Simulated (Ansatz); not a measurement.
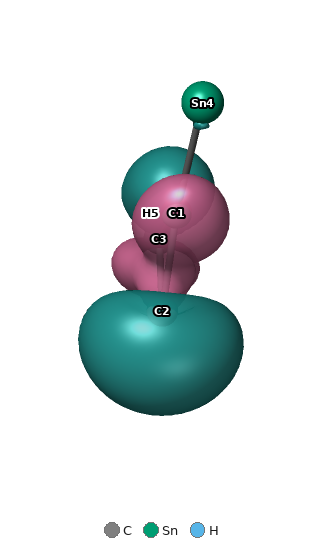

Figure. C₃HSn (doublet). The HOMO (β) at ±0.15 Å⁻³ᐟ² (teal and pink are the two phases), seen at an oblique angle.

Geometry: r2SCAN-D4/def2-SVP; core potentials replace the inner electrons of Sn.

Method: Ansatz, isolated molecule in a Gaussian basis; Kohn-Sham density functional theory, functional PBE0.

Input

```
basis:
  gaussian: {orbitals: def2-TZVPD}
crystal:
  periodic: [false, false, false]
  atoms:
    - {symbol: C, position_ang: [0.373623, 2.796983, 0.982114]}
    - {symbol: C, position_ang: [1.416942, 1.940134, 0.409830]}
    - {symbol: C, position_ang: [1.076375, 1.896022, 1.743751]}
    - {symbol: Sn, position_ang: [-1.134076, 4.284952, 0.924314]}
    - {symbol: H, position_ang: [1.209576, 1.483173, 2.745586]}
magnetization: {spin_polarized: true, initial_magnetization: 1}
hamiltonian: {xc: {name: PBE0}}
output: {forces: true, orbitals: {seedname: orbitals}}
```

Run with:

```sh
ansatz run input.yaml --threads 1 --pin off --max-ram 2610MiB --events-out events.jsonl --progress --plain --runs-dir runs
```

**Describe this orbital and give its energy.**

By Hirshfeld shares it lies mainly on C2 (about 60 %), C1 (about 15 %), C3 (about 15 %) and Sn4 (about 10 %); it is symmetric in the molecular plane (an in-plane orbital: σ, lone-pair or in-plane π type). Its energy is −6.40 eV.
